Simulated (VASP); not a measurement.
Band structure of ZnCdSe2 (space group R3m). All values below come from PBEsol GGA, VASP's PBE PAW potentials (set 64) (plane waves; VASP).

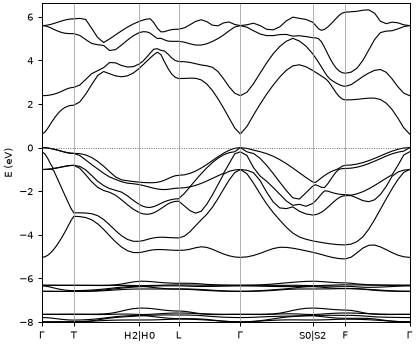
Fig. 1. Bands along high-symmetry lines, zero at the valence-band maximum or, without a gap, the Fermi level

Q: Read the plot: is there a gap, and where are the band edges?

A: The gap is direct, 0.62 eV, from the valence maximum at Γ to the conduction minimum at Γ. (Edges off the drawn lines would not show.)

The structure comes from a computed database's ZnCdSe2 entry (R3m); how it stands against other phases isn't given here. It was relaxed first, which changed the volume by -6 %.
